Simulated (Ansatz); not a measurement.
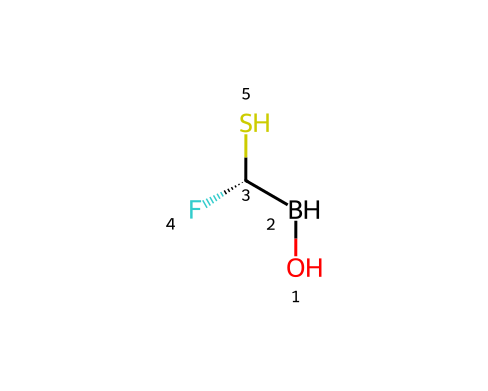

Skeletal drawing with numbered atoms; wedges and dashes mark any stereocentres. The configuration is that of a computed structure (PBE0-D4/def2-TZVP).

### What are the Cahn–Ingold–Prelog descriptors?

C3: R.

### Give a SMILES with the stereochemistry.

OB[C@H](F)S
